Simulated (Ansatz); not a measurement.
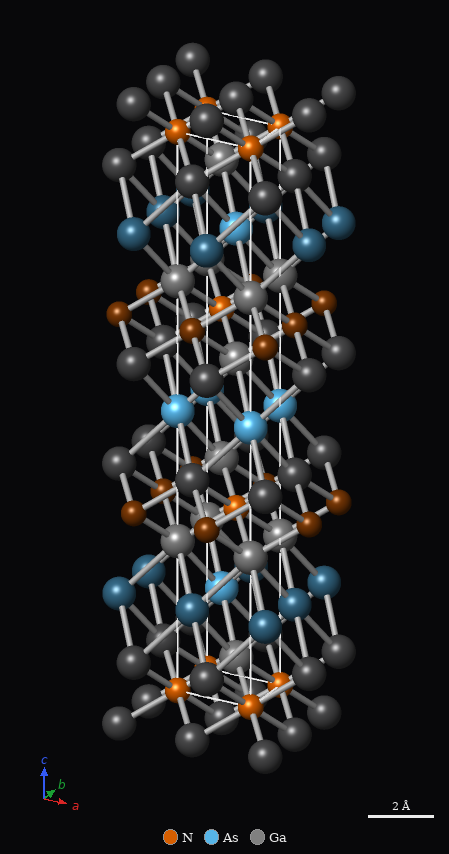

Crystal structure, ball-and-stick style, seen slightly off an axis. The conventional unit cell is drawn as a box. Outside the box, the atoms bonded to those within are drawn, in fainter colours.

Ga$_{2}$AsN, space group R-3m (No. 166), a = 3.293 Å, b = 3.293 Å, c = 17.863 Å, α = 90.00°, β = 90.00°, γ = 120.00°. It derives from a structure type filled with these elements by a generator (whether the compound takes this form wasn't checked). Earlier steps of the study may have refined or changed the cell and positions. A calculation with Ansatz used it as input.

This one geometry was computed with Ansatz (DFT, plane waves, PAW) at three levels of theory: PBE, r2SCAN and PBE with spin-orbit coupling. It was relaxed beforehand with r2SCAN.

Which level gives the highest pressure at this volume, and what does that say about its equilibrium volume?

Highest: PBE (4.2 GPa) and PBE with spin-orbit coupling (4.2 GPa), which points to the largest equilibrium volume. Lowest, with the smallest volume: r2SCAN (-0.1 GPa). Levels within 0.5 GPa of each other can't be told apart.

How does the band gap change with the level of theory?

All levels give a metal.

Collect the results in a table.

| level | cutoff (eV) | k-mesh of the run's cell | gap (eV) | pressure (GPa) |
| --- | --- | --- | --- | --- |
| PBE | 420 | 10×10×10 | metal | 4.2 |
| r2SCAN | 500 | 10×10×10 | metal | -0.1 |
| PBE with spin-orbit coupling | 420 | 10×10×10 | metal | 4.2 |

Gaps are taken on the k-mesh or band path of each run.
